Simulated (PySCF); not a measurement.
```tsv
atom	x (Å)	y (Å)	z (Å)
O	1.1057	-1.7292	1.6321
Si	0.8596	-0.1939	1.1811
O	1.0768	0.7413	2.4949
C	-0.8258	0.0422	0.4413
C	-1.9073	0.2028	-0.0763
Si	-3.5595	0.4273	-0.8727
O	1.9521	0.1951	0.0500
Si	2.6512	-0.1555	-1.3680
H	0.8846	-1.9888	2.5216
H	1.1539	1.6851	2.3978
H	-4.5697	-0.2152	-0.0261
H	-3.8302	1.8644	-0.9843
H	-3.5217	-0.1933	-2.2000
H	1.6543	0.0490	-2.4198
H	3.7432	0.8146	-1.4269
H	3.1251	-1.5369	-1.3560
```

Geometry: GFN2-xTB.

These are results of PySCF, wB97X-D/def2-SVPD, SCF density, gas phase, not measurements.

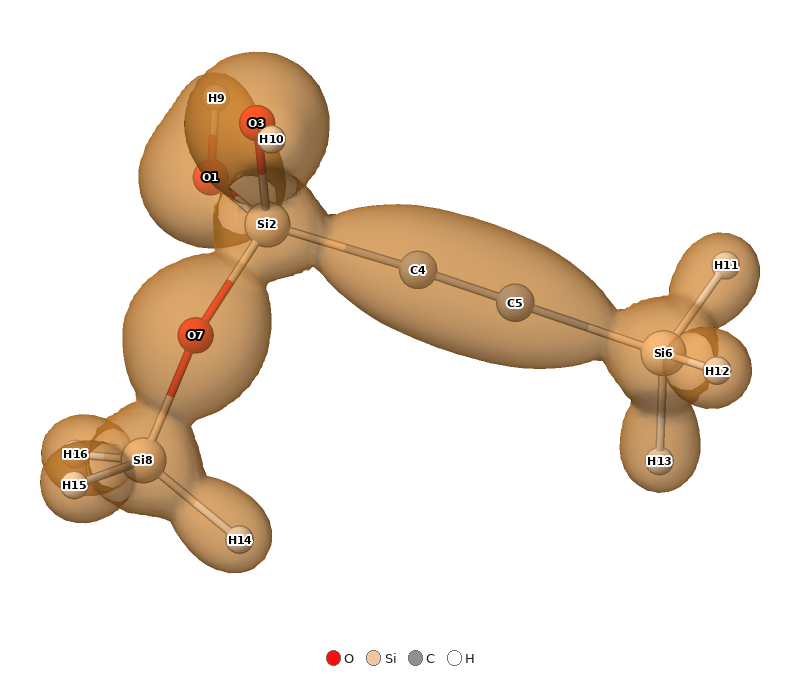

C₂H₈O₃Si₃ (SMILES O[Si](O)(C#C[SiH3])O[SiH3]). Isosurface of the electron density at 0.6 e/Å³ (orange), seen across its widest extent.

Question: Which contacts does the surface bridge?

Answer: At this value the surface is in one piece. It bridges the sampled C–C (1.21 Å), Si–O (1.62 Å), C–Si (1.85 Å) and O–H (0.95 Å) contacts, where the density stays above the isovalue. On the grid the lowest density along these lines, outside the cores, is 2.8 e/Å³ (C–C, 1.21 Å), 1 e/Å³ (Si–O, 1.62 Å), 0.76 e/Å³ (C–Si, 1.85 Å) and 2.4 e/Å³ (O–H, 0.95 Å).
